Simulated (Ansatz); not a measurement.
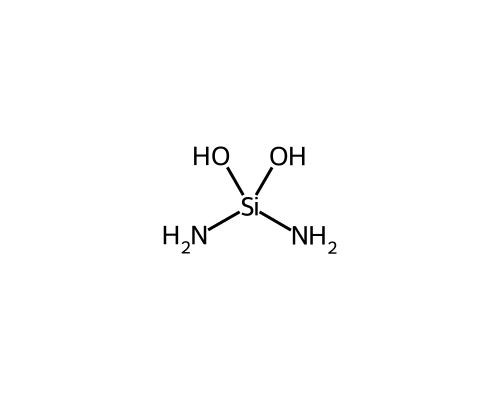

2D structure.

**Write the SMILES.**

N[Si](N)(O)O

**Give the formula, hydrogens included.**

H6N2O2Si.

More results for the same structure follow; atom numbers are the same in all pictures, views and colours differ. The geometry was computed by an optimisation with PBE0-D4/def2-TZVP.

**Shape**

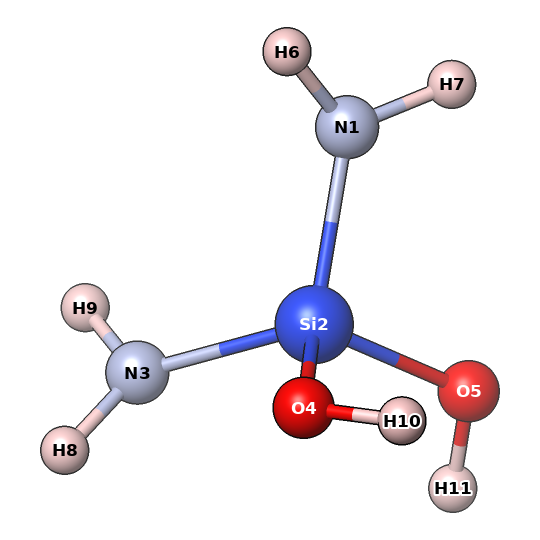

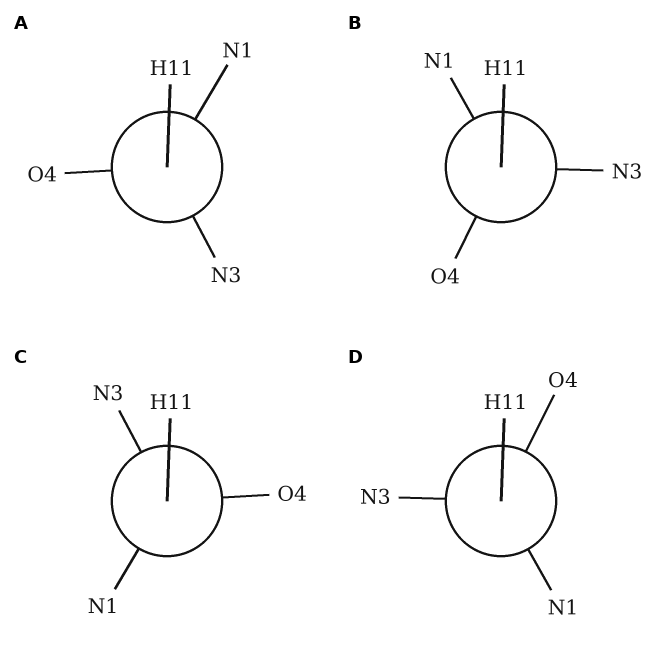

Depth is shown by fading: the farther an atom, the more it takes the colour of the background. Bonds that would overlap in a projection are set slightly apart.

**Which Newman projection shows the view along O5–Si2, with O5 in front?**

C. The torsion angle H11–O5–Si2–O4 is 84°, about perpendicular.

**Vibrations**

Harmonic vibrations computed with RKS PBE0-D4/def2-TZVP (Ansatz 0.2.0) at a stationary point of the same level.

**How many vibrational modes are there, and where do they lie?**

27 modes: 106, 132, 231, 266, 280, 304, 326, 333, 363, 376, 421, 761, 782, 797, 838, 851, 930, 950, 986, 1571, 1574, 3632, 3643, 3732, 3746, 3928, 3935 cm⁻¹.

**Charges**

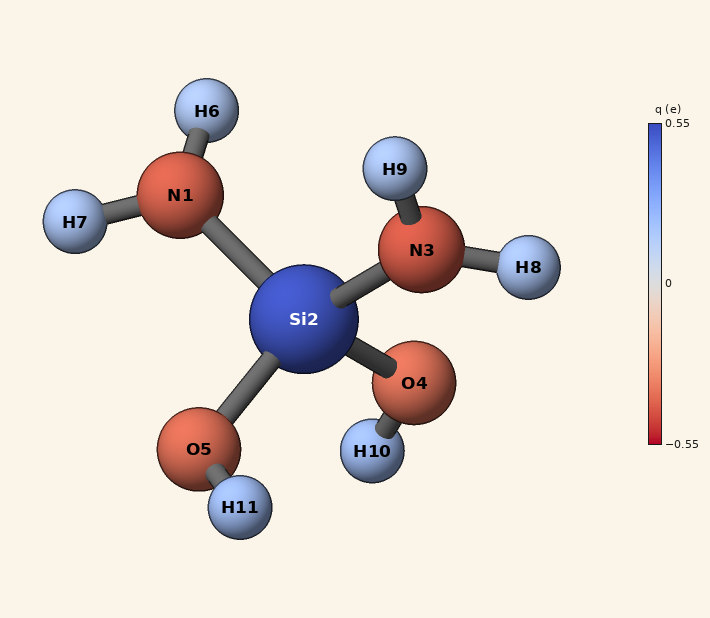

Atoms are coloured by their Mulliken charges. Method: RKS PBE-D4/def2-TZVPP (Ansatz 0.2.0).

**Which atom carries the highest charge (most positive or least negative)?**

Si2 (0.51 e).

**And the lowest?**

N3 (−0.41 e).

Give the Mulliken charges atom by atom.

```json
{"atom": "N1", "value (e)": "−0.39"}
{"atom": "Si2", "value (e)": "0.51"}
{"atom": "N3", "value (e)": "−0.41"}
{"atom": "O4", "value (e)": "−0.36"}
{"atom": "O5", "value (e)": "−0.37"}
{"atom": "H6", "value (e)": "0.15"}
{"atom": "H7", "value (e)": "0.16"}
{"atom": "H8", "value (e)": "0.16"}
{"atom": "H9", "value (e)": "0.16"}
{"atom": "H10", "value (e)": "0.19"}
{"atom": "H11", "value (e)": "0.19"}
```

**Levels of theory compared**

Program: Ansatz 0.2.0.

Compare HOMO–LUMO gap (eV), dipole (D) at these levels: B3LYP-D4/def2-TZVPP; PBE-D4/def2-TZVPP; r2SCAN-D4/def2-TZVPP; ωB97M-V/def2-TZVPP.

```csv
level,HOMO–LUMO gap (eV),dipole (D)
B3LYP-D4/def2-TZVPP,7.26,0.29
PBE-D4/def2-TZVPP,5.54,0.31
r2SCAN-D4/def2-TZVPP,6.58,0.29
ωB97M-V/def2-TZVPP,11.70,0.28
```

Mulliken values depend strongly on the basis set and can even reverse the polarity of a bond.
